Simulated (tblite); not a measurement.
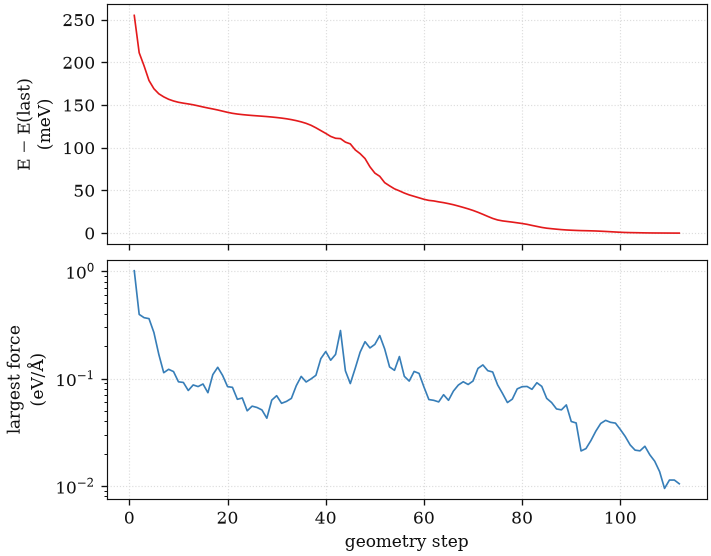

History of a geometry optimisation. C6H14N2 (SMILES CNN1CCCCC1); GFN2-xTB geometry optimisation, gas phase (tblite 0.8.0).

The optimisation met its thresholds at geometry 112, counting the start as the first. The energy fell by about 260 meV from the first step to the last. The largest force goes from about 1 eV/Å at the start to 0.01 eV/Å at the end.
